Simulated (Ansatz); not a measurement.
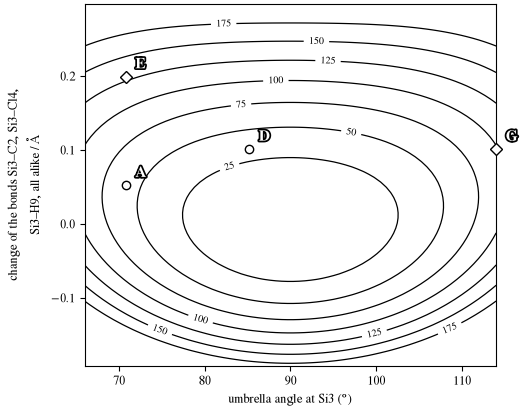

CH₅ClSi₂, SMILES [SiH3]C=[SiH]Cl. Coordinates scanned: (1) umbrella angle at Si3 (between each of its bonds and their common axis; 90 is planar); (2) change of the bonds Si3–C2, Si3–Cl4, Si3–H9, all alike. Nothing is relaxed (all other coordinates rigid). The scan uses an 11 × 11 grid. Points are written as (first, second). All energies are given in kJ/mol relative to the relaxed molecule at the same level. Level of theory: RKS B3LYP-D4/def2-SVP in Ansatz 0.2.0.

In the figure: contour lines labelled in kJ/mol (none above 175), lettered points. Between grid points the surface is interpolated.

### Is G the lowest point of the computed grid?

No. G lies 98 kJ/mol above the lowest grid point, which is at (90.0°, 0.003 Å).

### Rank the lettered points by energy, lowest first.

D (34 kJ/mol), A (59 kJ/mol), G (98 kJ/mol), E (129 kJ/mol).

### What kind of point is each of A, D, E: minimum, saddle, maximum or slope?

A: on a slope; D: on a slope; E: on a slope. (In these two coordinates alone; a stationary point may lie a little off the grid point.)
